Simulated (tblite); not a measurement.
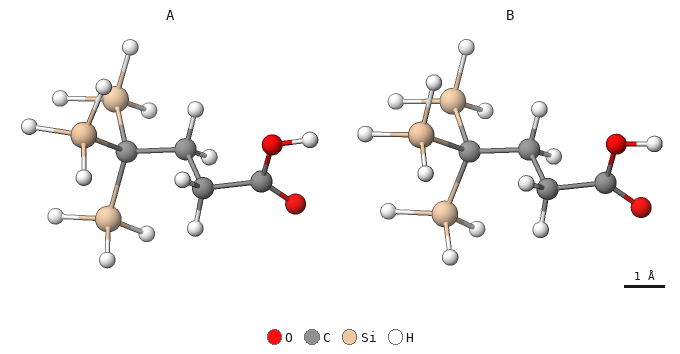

Two geometries of C₄H₁₄O₂Si₃, drawn at one scale. One is the start of a relaxation, the other its converged end. Style: ball-and-stick. Shown at a tilt.

Computed with tblite 0.8.0, GFN2-xTB geometry optimisation, gas phase. 

### Which of the two is the end point?

Structure A is the relaxed one. The energy falls by 7.87 kcal/mol in 60 geometry steps. An H atom moves most after the best rigid fit: 0.34 Å. By element the largest moves are H 0.34 Å, O 0.24 Å, Si 0.16 Å, C 0.13 Å. Among the contacts that change: C–Si 1.860 → 1.911 Å, H–Si 1.490 → 1.463 Å, C–C 1.559 → 1.534 Å, C–O 1.364 → 1.341 Å. Among the angles between lasting bonds that change: Si–C–Si 102.1° → 108.6°, C–O–H 104.1° → 110.5°, C–C–Si 117.2° → 111.2°. Cost: 1.2 s on 1 thread of Arm Neoverse N1 (shared host).
